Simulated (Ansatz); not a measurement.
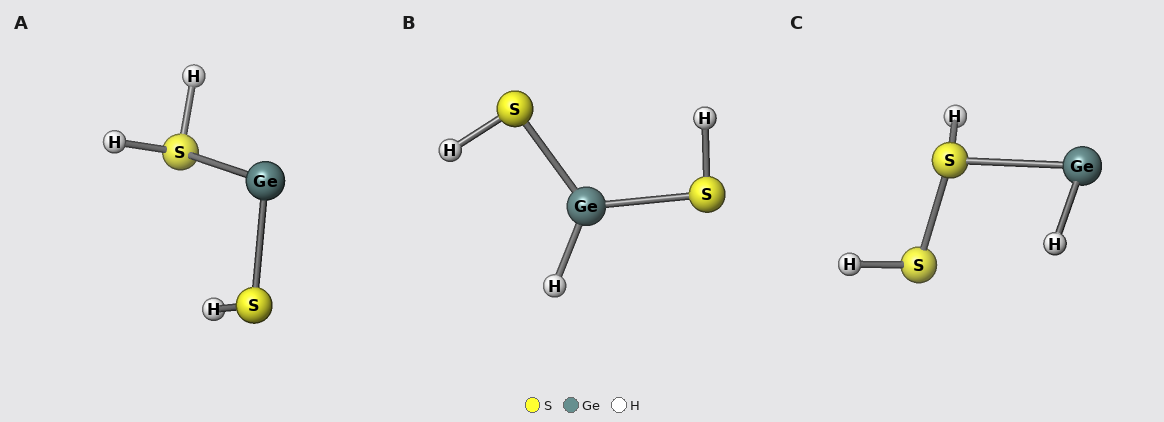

3 stationary structures of one formula. The species has charge +1 and is a spin singlet. Geometries: PBE-D4/def2-SVP. Electronic energies: PBE-D4/def2-SVP (Ansatz 0.2.0), without zero-point energy. No frequency run is at hand to confirm each as a minimum.

> Which is lowest in energy, and by how much?

A is lowest (C1); B lies 14.1 kJ/mol above it (Cs), C lies 172.0 kJ/mol above it (C1).
